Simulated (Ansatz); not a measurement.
Breaking the B1–H2 bond in BH3O (SMILES BO) (multiplicity 1 held, fragments rigid). Energies count from the point at 1.192 Å.
Geometry at that point (charge 0, multiplicity 1):
```json
[
 {"atom": "B", "x (Å)": "-0.4484", "y (Å)": "-0.5534", "z (Å)": "0.0610"},
 {"atom": "H", "x (Å)": "-0.3382", "y (Å)": "-1.3375", "z (Å)": "0.9518"},
 {"atom": "H", "x (Å)": "-1.3024", "y (Å)": "-0.6419", "z (Å)": "-0.7734"},
 {"atom": "O", "x (Å)": "0.4452", "y (Å)": "0.4596", "z (Å)": "0.0279"},
 {"atom": "H", "x (Å)": "0.3210", "y (Å)": "1.0699", "z (Å)": "-0.7069"}
]
```

Restricted levels (R-, RO-) in cc, def2 and unpolarised 6-31G sets keep to the state of the molecule at rest. Unrestricted levels (U-) break spin symmetry where that is lower. Active spaces are followed from a long bond inwards. Levels need not reach the same state.

Correlated levels freeze the cores.

The values were computed with Ansatz (a quantum-chemistry and plane-wave program) with Gaussian orbitals. Values without a source in brackets are computed.

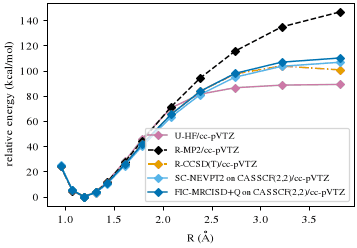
Figure: Relative energy along the coordinate

Doubts at one or more of the structures used: a spin-contaminated determinant (U-HF/cc-pVTZ); a restricted determinant that unrestricted orbitals would lower (R-MP2/cc-pVTZ, R-CCSD(T)/cc-pVTZ); other coupled-cluster roots lie near (R-CCSD(T)/cc-pVTZ); T1 above 0.05 (R-CCSD(T)/cc-pVTZ).
